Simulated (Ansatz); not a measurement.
CsHgCl3 (cubic perovskite)

```
CsHgCl3
1.0
    5.32511     0.00000     0.00000
    0.00000     5.32511     0.00000
    0.00000     0.00000     5.32511
Cs Hg Cl
1 1 3
Direct
  0.00000   0.00000   0.00000
  0.50000   0.50000   0.50000
  0.00000   0.50000   0.50000
  0.50000   0.00000   0.50000
  0.50000   0.50000   0.00000
```

Equation-of-state scan: isotropic scaling of the cell above, V₀ being its volume. Symmetry pins the atoms to their sites.

Method: r2SCAN (plane waves to 500 eV, PAW, scalar-relativistic; Ansatz, a program for electronic structure). k mesh 9×9×9 (Γ-centred), Fermi-Dirac smearing 0.05 eV. E stands for the smeared free energy. At this level the bands of CsHgCl3 touch or barely overlap. CsHgCl3 was relaxed with its symmetry unable to fall. Spin-orbit coupling is left out, though Hg is heavy. ΔE is measured from the relaxed starting cell.

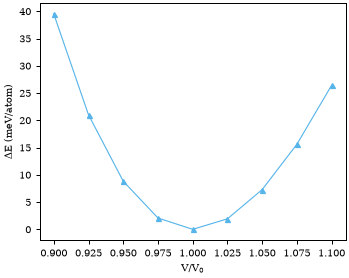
ΔE (meV/atom) against V/V₀; computed points joined by lines.

Question: What bulk modulus B₀ follows from a third-order Birch-Murnaghan fit?

Answer: About 34 GPa.

Question: What is ΔE at V/V₀ = 0.900?

Answer: About 39 meV/atom.

Question: What is ΔE at V/V₀ = 1.100?

Answer: About 26 meV/atom.

(A scan under strain: stresses follow from slopes of the energy per volume, elastic moduli from its curvatures.)
